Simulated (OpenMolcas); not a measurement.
# Run report: FO⁺, relativistic diatomic calculation (part 2 of 2)

Continued. System: FO⁺. Method: SA-CASSCF(8,6)/XMS-CASPT2 + RASSI spin-orbit (X2C scalar, AMFI), ANO-RCC-VTZP (OpenMolcas).

**Log (extracts), continued**
```
++ Dipole transition strengths (spin-free states):
     for osc. strength at least  1.00000000E-05
      From   To        Osc. strength     Einstein coefficients Ax, Ay, Az (sec-1)    Total A (sec-1)
         1   10       5.27524031E-03  1.26600493E+07  1.03819885E+06  0.00000000E+00  1.36982482E+07
         1   11       5.27524016E-03  1.03819902E+06  1.26600490E+07  0.00000000E+00  1.36982480E+07
         1    5       7.76525844E-02  0.00000000E+00  0.00000000E+00  2.50090925E+08  2.50090925E+08
         1   12       2.38146770E-03  6.76470497E+03  8.12175487E+06  0.00000000E+00  8.12851958E+06
         1   13       2.38146733E-03  8.12175374E+06  6.76472182E+03  0.00000000E+00  8.12851846E+06
         2   10       1.23701076E-04  1.54712670E+01  1.97428138E+03  0.00000000E+00  1.98975265E+03
         2   11       1.23701127E-04  1.97428259E+03  1.54712731E+01  0.00000000E+00  1.98975386E+03
         3   10       1.23607968E-04  1.96982607E+03  1.54363918E+01  0.00000000E+00  1.98526246E+03
         3   11       1.23607981E-04  1.54363169E+01  1.96982674E+03  0.00000000E+00  1.98526306E+03
         4   10       9.36700705E-05  7.49058702E+01  9.19662895E+02  0.00000000E+00  9.94568765E+02
         4   11       9.36700435E-05  9.19662961E+02  7.49057593E+01  0.00000000E+00  9.94568720E+02
        10    5       2.42994071E-04  7.53756074E+03  6.16442262E+02  0.00000000E+00  8.15400300E+03
        10   13       3.57728939E-05  0.00000000E+00  0.00000000E+00  1.99351621E+03  1.99351621E+03
        11    5       2.42994067E-04  6.16442032E+02  7.53755973E+03  0.00000000E+00  8.15400176E+03
        11   12       3.57728996E-05  0.00000000E+00  0.00000000E+00  1.99351606E+03  1.99351606E+03
 Electric-quadrupole - electric-quadrupole not included
 Electric-dipole - electric-octupole not included
 Electric-dipole - magnetic-quadrupole not included
   Eigenvalues of complex Hamiltonian:
  (Shifted by EMIN (a.u.) =       -174.3465542712)
 SO State       Relative EMIN(au)   Rel lowest level(eV)    D:o, cm**(-1)      Omega
     1            -0.0000133829        0.0000000000              0.0000         0.0
     2            -0.0000010706        0.0003350345              2.7022         1.0
     3            -0.0000010706        0.0003350345              2.7022         1.0
     4             0.0556052678        1.5134605872          12206.8829         2.0
     5             0.0558402746        1.5198554474          12258.4609         2.0
     6             0.0914756774        2.4895441571          20079.5278         0.0
     7             0.2504302131        6.8149174234          54966.0159         0.0
     8             0.2608547139        7.0985825419          57253.9294         3.0
     9             0.2608547139        7.0985825419          57253.9294         3.0
    10             0.2619045728        7.1271506566          57484.3468         2.0
    11             0.2619214112        7.1276088528          57488.0424         2.0
    12             0.2629777584        7.1563535244          57719.8838         1.0
    13             0.2629777584        7.1563535244          57719.8838         1.0
    14             0.2661031076        7.2413986082          58405.8186         1.0
    15             0.2661031076        7.2413986083          58405.8186         1.0
    16             0.2661701041        7.2432216777          58420.5227         0.0
    17             0.2838194799        7.7234856587          62294.1129         2.0
    18             0.2838194834        7.7234857529          62294.1137         2.0
    19             0.2842983145        7.7365154123          62399.2050         1.0
    20             0.2842983167        7.7365154723          62399.2055         1.0
    21             0.2847646279        7.7492044473          62501.5489         0.0
    22             0.2847767660        7.7495347420          62504.2130         0.0
    23             0.3165963160        8.6153888059          69487.7970         0.0
    24             0.3165999418        8.6154874683          69488.5927         1.0
    25             0.3165999418        8.6154874683          69488.5927         1.0
    26             0.3254027582        8.8550243068          71420.5876         0.0
    27             0.3254126026        8.8552921849          71422.7482         0.0
    28             0.3259373641        8.8695716746          71537.9200         1.0
    29             0.3259373668        8.8695717481          71537.9206         1.0
    30             0.3264627160        8.8838672267          71653.2215         2.0
    31             0.3264627160        8.8838672267          71653.2215         2.0
 Weights of the five most important spin-orbit-free states for each spin-orbit state.
 SO State  Total energy (au)           Spin-free states, spin, and weights
    1        -0.000013       1 1.0  0.9999    8 0.0  0.0001   10 1.0  0.0000   11 1.0  0.0000   12 1.0  0.0000
    2        -0.000001       1 1.0  1.0000   10 1.0  0.0000   11 1.0  0.0000    4 1.0  0.0000   12 1.0  0.0000
    3        -0.000001       1 1.0  1.0000   10 1.0  0.0000   11 1.0  0.0000    4 1.0  0.0000   12 1.0  0.0000
    4         0.055605       6 0.0  1.0000   10 1.0  0.0000   11 1.0  0.0000    3 1.0  0.0000   13 1.0  0.0000
    5         0.055840       7 0.0  1.0000   10 1.0  0.0000   11 1.0  0.0000    2 1.0  0.0000   13 1.0  0.0000
    6         0.091476       8 0.0  0.9999    1 1.0  0.0001   10 1.0  0.0000   11 1.0  0.0000    5 1.0  0.0000
    7         0.250430       9 0.0  0.9953    4 1.0  0.0046   10 1.0  0.0001   11 1.0  0.0001   13 1.0  0.0000
    8         0.260855       2 1.0  0.5040    3 1.0  0.4960   11 1.0  0.0000   10 1.0  0.0000    4 1.0  0.0000
    9         0.260855       2 1.0  0.5040    3 1.0  0.4960   11 1.0  0.0000   10 1.0  0.0000    4 1.0  0.0000
   10         0.261905       2 1.0  0.9997   11 1.0  0.0002   10 1.0  0.0002    7 0.0  0.0000    6 0.0  0.0000
   11         0.261921       3 1.0  0.9997   10 1.0  0.0002   11 1.0  0.0002    6 0.0  0.0000    7 0.0  0.0000
   12         0.262978       3 1.0  0.5038    2 1.0  0.4959   10 1.0  0.0003   11 1.0  0.0001    4 1.0  0.0000
   13         0.262978       3 1.0  0.5038    2 1.0  0.4959   11 1.0  0.0003   10 1.0  0.0001    4 1.0  0.0000
   14         0.266103       4 1.0  0.9997   10 1.0  0.0002   11 1.0  0.0000    5 1.0  0.0000    3 1.0  0.0000
   15         0.266103       4 1.0  0.9997   11 1.0  0.0002   10 1.0  0.0000    5 1.0  0.0000    3 1.0  0.0000
   16         0.266170       4 1.0  0.9949    9 0.0  0.0045   10 1.0  0.0003   11 1.0  0.0003   13 1.0  0.0000
   17         0.283819      10 1.0  0.4998   11 1.0  0.4998    2 1.0  0.0003    7 0.0  0.0000    3 1.0  0.0000
   18         0.283819      10 1.0  0.4998   11 1.0  0.4998    3 1.0  0.0003    6 0.0  0.0000    2 1.0  0.0000
   19         0.284298      10 1.0  0.9994    4 1.0  0.0003    3 1.0  0.0002    2 1.0  0.0002    5 1.0  0.0000
   20         0.284298      11 1.0  0.9994    4 1.0  0.0003    3 1.0  0.0002    2 1.0  0.0002    5 1.0  0.0000
   21         0.284765      11 1.0  0.5000   10 1.0  0.5000    5 1.0  0.0001    8 0.0  0.0000    1 1.0  0.0000
   22         0.284777      11 1.0  0.4997   10 1.0  0.4997    4 1.0  0.0005    9 0.0  0.0002   13 1.0  0.0000
   23         0.316596       5 1.0  0.9988   12 1.0  0.0006   13 1.0  0.0006   11 1.0  0.0000   10 1.0  0.0000
   24         0.316600       5 1.0  0.9995   12 1.0  0.0002   13 1.0  0.0002   11 1.0  0.0000   10 1.0  0.0000
   25         0.316600       5 1.0  0.9995   12 1.0  0.0002   13 1.0  0.0002   11 1.0  0.0000   10 1.0  0.0000
   26         0.325403      12 1.0  0.5000   13 1.0  0.5000    9 0.0  0.0000   10 1.0  0.0000   11 1.0  0.0000
   27         0.325413      12 1.0  0.4994   13 1.0  0.4994    5 1.0  0.0011    1 1.0  0.0000    8 0.0  0.0000
   28         0.325937      12 1.0  0.9995    5 1.0  0.0005    1 1.0  0.0000   11 1.0  0.0000    3 1.0  0.0000
   29         0.325937      13 1.0  0.9995    5 1.0  0.0005    1 1.0  0.0000   10 1.0  0.0000    3 1.0  0.0000
   30         0.326463      13 1.0  0.5000   12 1.0  0.5000   11 1.0  0.0000   10 1.0  0.0000    7 0.0  0.0000
   31         0.326463      13 1.0  0.5000   12 1.0  0.5000   11 1.0  0.0000   10 1.0  0.0000    7 0.0  0.0000
++ Dipole transition strengths (SO states):
        for osc. strength at least   1.00000000E-05
      From   To        Osc. strength     Einstein coefficients Ax, Ay, Az (sec-1)    Total A (sec-1)
         1   19       5.27131418E-03  1.26528878E+07  1.03761001E+06  0.00000000E+00  1.36904978E+07
         1   20       5.27131402E-03  1.03761018E+06  1.26528875E+07  0.00000000E+00  1.36904976E+07
         1   23       7.75527268E-02  0.00000000E+00  0.00000000E+00  2.49779266E+08  2.49779266E+08
         1   27       8.81121990E-05  0.00000000E+00  0.00000000E+00  2.99813635E+05  2.99813635E+05
         1   28       2.37962885E-03  6.75997541E+03  8.11638250E+06  0.00000000E+00  8.12314247E+06
         1   29       2.37962849E-03  8.11638136E+06  6.75999227E+03  0.00000000E+00  8.12314135E+06
         2   17       2.63583433E-03  3.41104566E+06  3.41103216E+06  0.00000000E+00  6.82207783E+06
         2   18       2.63583271E-03  3.41104376E+06  3.41103005E+06  0.00000000E+00  6.82207381E+06
         2   21       2.63805515E-03  3.43668130E+06  3.43669472E+06  0.00000000E+00  6.87337602E+06
         2   22       2.63700829E-03  3.43561047E+06  3.43562372E+06  0.00000000E+00  6.87123420E+06
         2   24       7.76105723E-02  0.00000000E+00  0.00000000E+00  2.49951857E+08  2.49951857E+08
         2   26       1.18983122E-03  2.02399961E+06  2.02401024E+06  0.00000000E+00  4.04800984E+06
         2   27       1.18808833E-03  2.02115705E+06  2.02116777E+06  0.00000000E+00  4.04232481E+06
         2   28       1.96888363E-05  0.00000000E+00  0.00000000E+00  6.72050768E+04  6.72050768E+04
         2   29       1.96888317E-05  0.00000000E+00  0.00000000E+00  6.72050621E+04  6.72050621E+04
         2   30       2.38329810E-03  4.08065949E+06  4.08063929E+06  0.00000000E+00  8.16129878E+06
         3   17       2.63583409E-03  3.41104535E+06  3.41103185E+06  0.00000000E+00  6.82207720E+06
         3   18       2.63583296E-03  3.41104407E+06  3.41103036E+06  0.00000000E+00  6.82207443E+06
         3   21       2.63805515E-03  3.43668130E+06  3.43669473E+06  0.00000000E+00  6.87337602E+06
         3   22       2.63700829E-03  3.43561047E+06  3.43562372E+06  0.00000000E+00  6.87123420E+06
         3   25       7.76105723E-02  0.00000000E+00  0.00000000E+00  2.49951857E+08  2.49951857E+08
         3   26       1.18983122E-03  2.02399961E+06  2.02401024E+06  0.00000000E+00  4.04800984E+06
         3   27       1.18808833E-03  2.02115705E+06  2.02116777E+06  0.00000000E+00  4.04232481E+06
         3   28       1.96888411E-05  0.00000000E+00  0.00000000E+00  6.72050932E+04  6.72050932E+04
         3   29       1.96888269E-05  0.00000000E+00  0.00000000E+00  6.72050458E+04  6.72050458E+04
         3   31       2.38329810E-03  4.08065949E+06  4.08063929E+06  0.00000000E+00  8.16129878E+06
         8   17       1.26917095E-04  1.07528868E+03  1.07528859E+03  0.00000000E+00  2.15057728E+03
         8   18       1.26914973E-04  1.07527103E+03  1.07527094E+03  0.00000000E+00  2.15054197E+03
         9   17       1.26917106E-04  1.07528878E+03  1.07528869E+03  0.00000000E+00  2.15057747E+03
         9   18       1.26914961E-04  1.07527093E+03  1.07527084E+03  0.00000000E+00  2.15054177E+03
        10   19       1.23704969E-04  1.54978867E+01  1.97770431E+03  0.00000000E+00  1.99320219E+03
        10   20       1.23705019E-04  1.97770550E+03  1.54978925E+01  0.00000000E+00  1.99320339E+03
        11   19       1.23611984E-04  1.97324688E+03  1.54629945E+01  0.00000000E+00  1.98870987E+03
        11   20       1.23611996E-04  1.54629211E+01  1.97324754E+03  0.00000000E+00  1.98871046E+03
        12   21       1.20074421E-04  8.36526604E+02  9.94737793E+02  0.00000000E+00  1.83126440E+03
        12   22       1.20758190E-04  1.00151095E+03  8.42234347E+02  0.00000000E+00  1.84374530E+03
        13   21       1.20074383E-04  9.94737606E+02  8.36526211E+02  0.00000000E+00  1.83126382E+03
        13   22       1.20758229E-04  8.42234758E+02  1.00151114E+03  0.00000000E+00  1.84374589E+03
        14   17       4.52577474E-05  3.07899139E+01  4.25618262E+02  0.00000000E+00  4.56408176E+02
        14   18       4.52568008E-05  4.25608949E+02  3.07898583E+01  0.00000000E+00  4.56398808E+02
        14   21       4.88014599E-05  3.63660176E+02  1.82396529E+02  0.00000000E+00  5.46056705E+02
        14   22       4.82480187E-05  1.80559300E+02  3.60007278E+02  0.00000000E+00  5.40566578E+02
        15   17       4.52576556E-05  4.25616878E+02  3.079
```

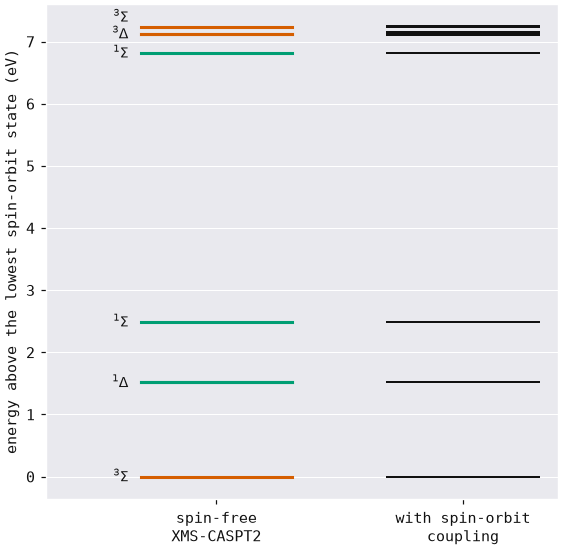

States up to 7.7 eV at 1.218 Å, without spin-orbit coupling (left, a colour for each spin multiplicity) and with it (right, where close levels merge). The spin-free states run ³Σ (0.00 eV), ¹Δ (1.51 eV), ¹Σ (2.49 eV), ¹Σ (6.82 eV), ³Δ (7.13 eV), ³Σ (7.24 eV) from the lowest. The lowest spin-orbit levels have |Ω| = 0 (0 cm⁻¹), 1 (3 cm⁻¹), 2 (12,207 cm⁻¹), 2 (12,258 cm⁻¹), 0 (20,080 cm⁻¹).

**Input file**
```
&GATEWAY
Coord
2
angstrom
F 0.0 0.0 0.0
O 0.0 0.0 1.2180
Basis=ANO-RCC-VTZP
Group=XY
RX2C
AMFI
ANGMom
0.0 0.0 0.0
RICD
&SEWARD
&GUESSORB
&RASSCF
FileOrb=$CurrDir/o31.orb
Symmetry=1
Spin=3
nActEl=8 0 0
Inactive=4 0
RAS2=2 4
CIRoot=5 5 1
Linear
Iterations=120 100
OrbListing=Nothing
PRWF=0.15
>>COPY $Project.RasOrb $CurrDir/o31.orb
>>COPY $Project.rasscf.h5 $CurrDir/r31.h5
&CASPT2
XMultistate=all
Imaginary=0.2
IPEA=0.25
MaxIter=40
>>COPY $Project.JobMix JOB001
&RASSCF
FileOrb=$CurrDir/o11.orb
Symmetry=1
Spin=1
nActEl=8 0 0
Inactive=4 0
RAS2=2 4
CIRoot=4 4 1
Linear
Iterations=120 100
OrbListing=Nothing
PRWF=0.15
>>COPY $Project.RasOrb $CurrDir/o11.orb
>>COPY $Project.rasscf.h5 $CurrDir/r11.h5
&CASPT2
XMultistate=all
Imaginary=0.2
IPEA=0.25
MaxIter=40
>>COPY $Project.JobMix JOB002
&RASSCF
FileOrb=$CurrDir/o32.orb
Symmetry=2
Spin=3
nActEl=8 0 0
Inactive=4 0
RAS2=2 4
CIRoot=4 4 1
Linear
Iterations=120 100
OrbListing=Nothing
PRWF=0.15
>>COPY $Project.RasOrb $CurrDir/o32.orb
>>COPY $Project.rasscf.h5 $CurrDir/r32.h5
&CASPT2
XMultistate=all
Imaginary=0.2
IPEA=0.25
MaxIter=40
>>COPY $Project.JobMix JOB003
&RASSI
Nr of JobIphs=3 5 4 4
1 2 3 4 5
1 2 3 4
1 2 3 4
SpinOrbit
EJob
Omega
MEES
MESO
Properties=4
'AngMom' 3 'Mltpl  1' 1 'Mltpl  1' 2 'Mltpl  1' 3
Thrs=1.0d-4
>>COPY $Project.rassi.h5 $CurrDir/so.h5
```

The first orbital files come from an earlier step.

Command:
```bash
pymolcas m.inp (one call a module block, same work directory)
```

**Key numbers**

- outcome: converged; components of a degenerate state are split by 52 cm⁻¹
- lowest spin-free state: ³Σ
- lowest spin-orbit level: Ω = 0, −174.34657 hartree
- next level: Ω = 1, 3 cm⁻¹
- hardware: 1 CPU thread, shared host
- wall time: 12 s

**Notes**

To bear in mind: the two components of ¹Δ at 1.52 eV, degenerate in CASSCF as they must be, are split by 52 cm⁻¹ in XMS-CASPT2, an artefact that passes into its spin-orbit levels.
